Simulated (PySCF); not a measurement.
# BFH3NO (SMILES NB(O)F): HF/6-31G(d) (Cartesian functions, max memory mb 1860)

Aim: a structure relaxation of BFH3NO. Input form: a Python script.

The results are computed with PySCF 2.14.0.

## (1) The system as given

BFH3NO has 7 atoms, charge 0, and is taken as a singlet. As SMILES, `NB(O)F`. The shape is built from the SMILES string. The run starts from this shape.

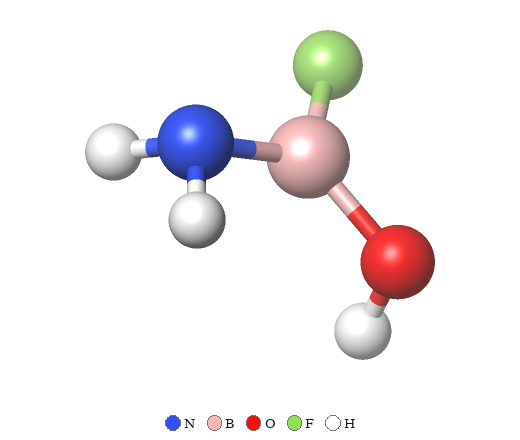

The structure, seen from a chosen angle (nitrogen blue, boron pink, oxygen red, fluorine green, hydrogen white).

## (2) A structure relaxation at HF/6-31G(d) (Cartesian functions, max memory mb 1860)

File job.py:

```python
from pyscf import gto
from pyscf.geomopt.geometric_solver import kernel as optimise
from rdkit import Chem
from rdkit.Chem import AllChem

rd = Chem.AddHs(Chem.MolFromSmiles('NB(O)F'))
AllChem.EmbedMolecule(rd, randomSeed=32)
AllChem.UFFOptimizeMolecule(rd)
xyz = rd.GetConformer().GetPositions()
geom = [(a.GetSymbol(), tuple(x)) for a, x in zip(rd.GetAtoms(), xyz)]
for s, x in geom:
    print('%-2s %12.6f %12.6f %12.6f' % (s, *x))

system = gto.M(
    atom=geom,
    basis='6-31g*',
    verbose=3,
    max_memory=1860,
    cart=True,
    spin=0,
)

hf = system.RHF()
converged, mol_eq = optimise(hf, maxsteps=50, convergence_set='GAU_LOOSE')
print('converged:', converged)
print(mol_eq.tostring())

hf.reset(mol_eq)
system = mol_eq
hf.kernel()
etot = hf.e_tot
print('E(%s) = %.9f' % ('HF', etot))
```

The run is started by

```console
OMP_NUM_THREADS=1 python job.py
```

Log:

```text
N      1.126092     0.052959    -0.352534
B     -0.360541     0.362126    -0.245509
O     -1.335802    -0.722889    -0.162565
F     -0.811462     1.734660    -0.245141
H      1.580749     0.450636     0.499610
H      1.239445    -0.984387    -0.301592
H     -1.438481    -0.893106     0.807731

convergence_set           GAU_LOOSE
maxiter                   50
----------------------------------------------------------
Custom engine selected.
Bonds will be generated from interatomic distances less than 1.20 times sum of covalent radii
21 internal coordinates being used (instead of 21 Cartesians)
Internal coordinate system (atoms numbered from 1):
Distance 1-2
Distance 1-5
Distance 1-6
Distance 2-3
Distance 2-4
Distance 3-7
Angle 2-1-5
Angle 2-1-6
Angle 5-1-6
Angle 1-2-4
Angle 3-2-4
Angle 2-3-7
Out-of-Plane 2-1-3-4
Dihedral 5-1-2-3
Dihedral 5-1-2-4
Dihedral 6-1-2-3
Dihedral 6-1-2-4
Dihedral 1-2-3-7
Dihedral 4-2-3-7
Translation-X 1-7
Translation-Y 1-7
Translation-Z 1-7
Rotation-A 1-7
Rotation-B 1-7
Rotation-C 1-7
> ===== Optimization Info: ====
> Job type: Energy minimization
> Maximum number of optimization cycles: 50
> Initial / maximum trust radius (Angstrom): 0.100 / 0.300
> Convergence Criteria:
> Will converge when all 5 criteria are reached:
>  |Delta-E| < 1.00e-06
>  RMS-Grad  < 1.70e-03
>  Max-Grad  < 2.50e-03
>  RMS-Disp  < 6.70e-03
>  Max-Disp  < 1.00e-02
> === End Optimization Info ===

[... 11 lines left out ...]
WARN: Mole.unit (angstrom) is changed to Bohr
[... 1 line left out ...]
converged SCF energy = -255.284990584051
[... 11 lines left out ...]
Step    0 : Gradient = 5.650e-02/8.914e-02 (rms/max) Energy = -255.2849905841
[... 12 lines left out ...]
converged SCF energy = -255.315478808678
[... 24 lines left out ...]
converged SCF energy = -255.322914295146
[... 24 lines left out ...]
converged SCF energy = -255.330045802583
[... 24 lines left out ...]
converged SCF energy = -255.332040098424
[... 24 lines left out ...]
converged SCF energy = -255.334668961528
[... 24 lines left out ...]
converged SCF energy = -255.329254687894
[... 24 lines left out ...]
converged SCF energy = -255.340156112125
[... 24 lines left out ...]
converged SCF energy = -255.341975966832
[... 24 lines left out ...]
converged SCF energy = -255.344370874986
[... 24 lines left out ...]
converged SCF energy = -255.344995202653
[... 24 lines left out ...]
converged SCF energy = -255.345071584767
[... 24 lines left out ...]
converged SCF energy = -255.345155906478
[... 24 lines left out ...]
converged SCF energy = -255.345221396413
[... 24 lines left out ...]
converged SCF energy = -255.345281772009
[... 24 lines left out ...]
converged SCF energy = -255.345297533315
[... 24 lines left out ...]
converged SCF energy = -255.345299686055
[... 10 lines left out ...]
cycle 17: E = -255.345299686  dE = -2.15274e-06  norm(grad) = 0.000194216
Step   16 : Displace = 1.903e-03/2.936e-03 (rms/max) Trust = 3.000e-01 (=) Grad = 7.341e-05/1.039e-04 (rms/max) E (change) = -255.3452996861 (-2.153e-06) Quality = 1.079
Hessian Eigenvalues: 8.90266e-03 1.27879e-02 1.85030e-02 ... 4.94643e-01 5.48422e-01 6.57173e-01

Geometry optimization cycle 18
Cartesian coordinates (Angstrom)
 Atom        New coordinates             dX        dY        dZ
   N   1.079464  -0.022591  -0.115260   -0.000019 -0.000066  0.000582
   B  -0.294106   0.193084   0.031494   -0.000009  0.000039  0.000312
   O  -1.165409  -0.841883   0.123672    0.000036  0.000100  0.000157
   F  -0.763142   1.443173   0.082422    0.000520  0.000181 -0.000241
   H   1.734314   0.721620  -0.184390   -0.000434  0.000290 -0.000495
   H   1.472061  -0.934611  -0.157506    0.000096 -0.000049 -0.000284
   H  -2.063182  -0.558793   0.219569   -0.000191 -0.000494 -0.000031
converged SCF energy = -255.345299806696
--------------- RHF_Scanner gradients ---------------
         x                y                z
0 N    -0.0000349407    -0.0000003996    -0.0000042206
1 B     0.0000175333     0.0000215654     0.0000067517
2 O     0.0000048443    -0.0000022922    -0.0000023979
3 F     0.0000042278    -0.0000224857    -0.0000011955
4 H     0.0000070794     0.0000221012    -0.0000008750
5 H     0.0000068006    -0.0000229625     0.0000028113
6 H    -0.0000055446     0.0000044734    -0.0000008740
----------------------------------------------
cycle 18: E = -255.345299807  dE = -1.20641e-07  norm(grad) = 6.15513e-05
Step   17 : Displace = 4.818e-04/6.454e-04 (rms/max) Trust = 3.000e-01 (=) Grad = 2.326e-05/3.520e-05 (rms/max) E (change) = -255.3452998067 (-1.206e-07) Quality = 0.984
Hessian Eigenvalues: 8.90266e-03 1.27879e-02 1.85030e-02 ... 4.94643e-01 5.48422e-01 6.57173e-01
Converged! =D

converged: True
N           1.07946445       -0.02259063       -0.11525959
B          -0.29410607        0.19308423        0.03149371
O          -1.16540889       -0.84188272        0.12367159
F          -0.76314248        1.44317294        0.08242164
H           1.73431382        0.72161971       -0.18438974
H           1.47206077       -0.93461072       -0.15750623
H          -2.06318161       -0.55879281        0.21956863
converged SCF energy = -255.3452998067
E(HF) = -255.345299807
```

It took 40 s on 1 thread of Arm Neoverse V1, shared host; peak memory 0.2 GiB.

The path in brief:

```tsv
step	energy from the first frame kept (eV)	largest force (eV/Å)
0	0.0000	4.5836
1	-0.8296	1.7092
2	-1.0320	1.2675
3	-1.2260	1.0636
4	-1.2803	0.3766
5	-1.3518	0.9883
6	-1.2045	3.0829
7	-1.5011	1.4045
8	-1.5507	1.2464
9	-1.6158	0.5071
10	-1.6328	0.2344
11	-1.6349	0.1454
12	-1.6372	0.1573
13	-1.6390	0.1260
14	-1.6406	0.0739
15	-1.6410	0.0351
16	-1.6411	0.0053
17	-1.6411	0.0018
```

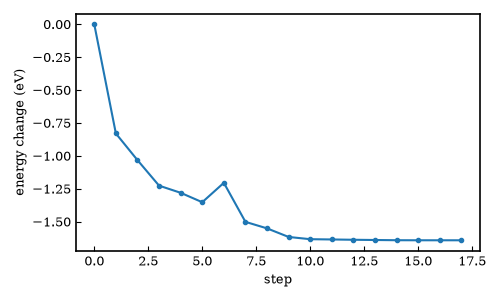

Energy along the run.

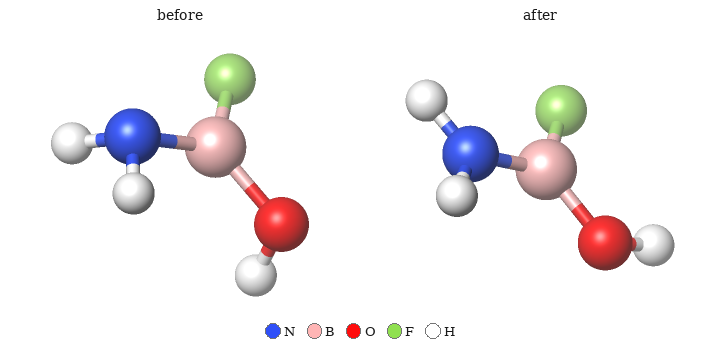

Before and after, at one scale.

After the run. Bond lengths: N1–B2 1.398 Å, B2–O3 1.356 Å, B2–F4 1.336 Å, N1–H5 0.994 Å, N1–H6 0.994 Å, O3–H7 0.946 Å. Angles: N1–B2–O3 121.4°, N1–B2–F4 119.6°, O3–B2–F4 119.1°, B2–N1–H5 122.6°, B2–N1–H6 122.3°, B2–O3–H7 112.8°, H5–N1–H6 115.1°.

## (3) Results

Level: HF/6-31G* (Cartesian functions, max memory mb 1860).

| quantity | value |
| --- | --- |
| total energy at the end | -255.34530 Eh |
| dipole moment | 0.62 D |
| HOMO energy | -11.38 eV |
| LUMO energy | 6.09 eV |
| HOMO–LUMO gap | 17.47 eV |

**Reading.** At the final geometry: Bond lengths: N1–B2 1.398 Å, B2–O3 1.356 Å, B2–F4 1.336 Å, N1–H5 0.994 Å, N1–H6 0.994 Å, O3–H7 0.946 Å. Angles: N1–B2–O3 121.4°, N1–B2–F4 119.6°, O3–B2–F4 119.1°, B2–N1–H5 122.6°, B2–N1–H6 122.3°, B2–O3–H7 112.8°, H5–N1–H6 115.1°. The optimisation took 17 steps and changed the energy by -1.641 eV. Mulliken charges run from -0.94 on N1 to +0.81 on B2; they depend strongly on the basis.
